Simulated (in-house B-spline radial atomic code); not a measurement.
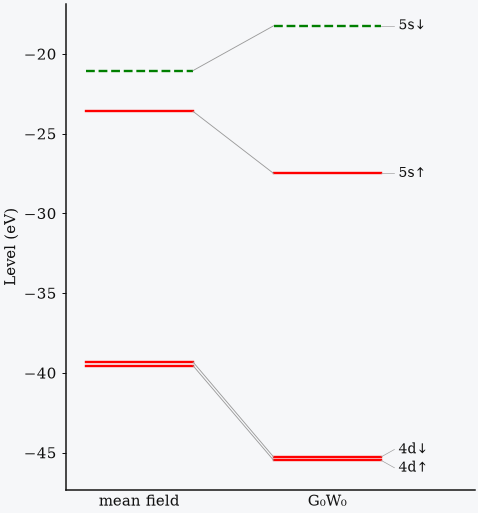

Mean-field and G₀W₀ levels (solid occupied, dashed empty) for In²⁺ ([Kr] 4d¹⁰ 5s). All-electron spherical atom, non-relativistic, HSE06 start, no spin-orbit coupling, Breit or QED terms; computed with a B-spline radial code. The quasi-particle equation is solved at full frequency; levels of low quasi-particle weight Z are left out. Σ columns are in eV, and Σc holds an estimate for the angular momenta beyond the basis. G₀W₀ moves the highest occupied level, 5s↑, from −23.61 to −27.50 eV (renormalisation factor Z = 0.95); the measured removal energy is 28.04 eV, so the error is −0.55 eV. The empty level 5s↓ goes from −21.05 to −18.24 eV.

| Level | Mean field (eV) | Σx − vxc (eV) | Σc (eV) | Z | G₀W₀ (eV) |
| --- | --- | --- | --- | --- | --- |
| 5s↓ | −21.05 | 5.32 | −2.52 | 0.93 | −18.24 |
| 5s↑ | −23.61 | −2.17 | −1.72 | 0.95 | −27.50 |
| 4d↓ | −39.32 | −6.82 | 0.87 | 0.90 | −45.28 |
| 4d↑ | −39.55 | −6.81 | 0.88 | 0.86 | −45.48 |

In²⁺: RPA and GW calculation

In²⁺, configuration [Kr] 4d10 5s1. Computed at this level: RPA, second-order and SOSEX correlation energies and G0W0 (contour deformation) on a non-relativistic mean field, all electrons, B-spline basis (in-house B-spline radial atomic code).

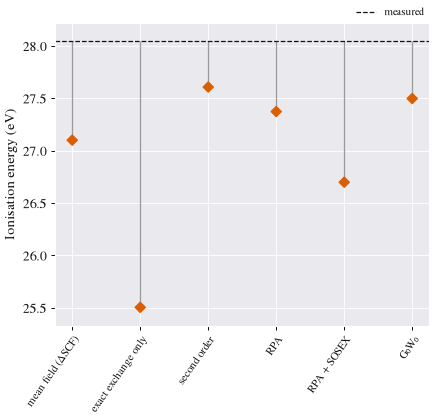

Ionisation energy of In²⁺ ([Kr] 4d¹⁰ 5s → [Kr] 4d¹⁰). Differences of total energies, each species on its own start, beside the G₀W₀ level.

```csv
Method,Ionisation energy (eV)
mean field (ΔSCF),27.10
exact exchange only,25.50
second order,27.61
RPA,27.37
RPA + SOSEX,26.70
G₀W₀,27.50
```

The values run from 25.50 eV (exact exchange only) to 27.61 eV (second order). The measured value is 28.04 eV; nearest to it come second order (−0.44) and G₀W₀ (−0.55), furthest exact exchange only (−2.54 eV).

Input and output of the run follow.

## Input file
```
Z = 49
electrons = 47.0
configuration = [Kr] 4d10 5s1
hamiltonian = nr
method = hse06
lmax = 9
spin_polarised = True
box_radius = 17.55
intervals = 54
ion_configuration = [Kr] 4d10
```

The run was one of a batch that the task file lists, launched with:
```bash
python <driver script> task.json out
```

The program writes its results to a structured record and prints no log; tables and figures of this report are taken from that record.

## Summary

| quantity | value |
| --- | --- |
| outcome | converged |
| mean-field total energy | −5741.29428 hartree |
| total energy with exact exchange alone | −5739.36417 hartree |
| exact exchange energy | −153.40527 hartree |
| RPA correlation, extrapolated in the angular momentum of the empty orbitals | −3.55856 hartree |
| RPA correlation, as summed | −3.50104 hartree |
| direct second-order term | −4.05082 hartree |
| second-order exchange term | 1.12358 hartree |
| SOSEX term | 1.04361 hartree |
| hardware | 1 CPU thread, shared host |
| wall time | 9.4 s |

## Notes

Relativity is left out, which matters for an atom this heavy. Limits: relativity is absent.
